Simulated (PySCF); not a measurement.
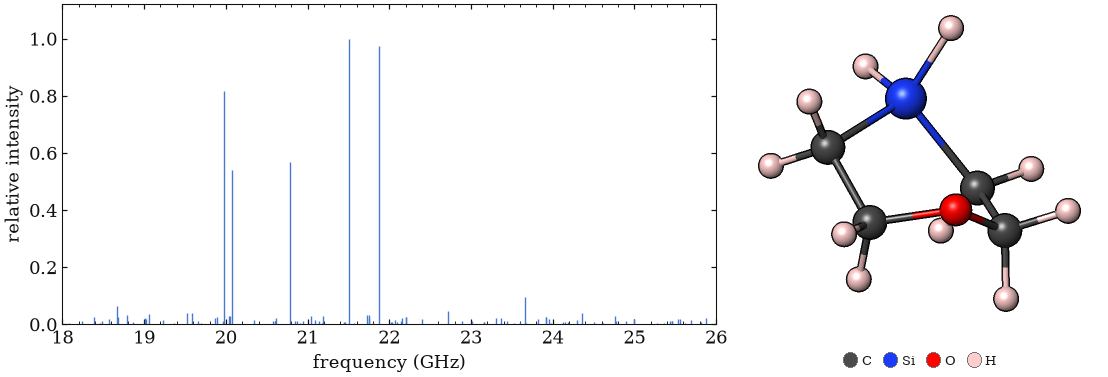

C₄H₁₀OSi, SMILES C1C[SiH2]CCO1. Simulated rotational absorption lines between 18 and 26 GHz at 10 K: rigid rotor with the equilibrium constants and dipole of one optimised conformer (PBE0-D3(BJ)/def2-SVP, PySCF 2.14.0), commonest isotopes; no centrifugal distortion, hyperfine structure, internal rotation or nuclear-spin weights; lines within 1 MHz of each other are summed.

Q: What are the rotational constants, and what kind of rotor is it?

A: Rotational constants A, B, C = 3.788, 3.142, 2.002 GHz; Ray's κ = 0.28, an asymmetric top on the oblate side.

Q: Which dipole components drive the lines?

A:
|μa|, |μb|, |μc| = 0.03, 0.11, 1.37 D; c-type lines carry 99 % of the intensity in this range.

Note: coarse grid, loose stop and no frequency check, small forces are noise and the end may be a saddle.
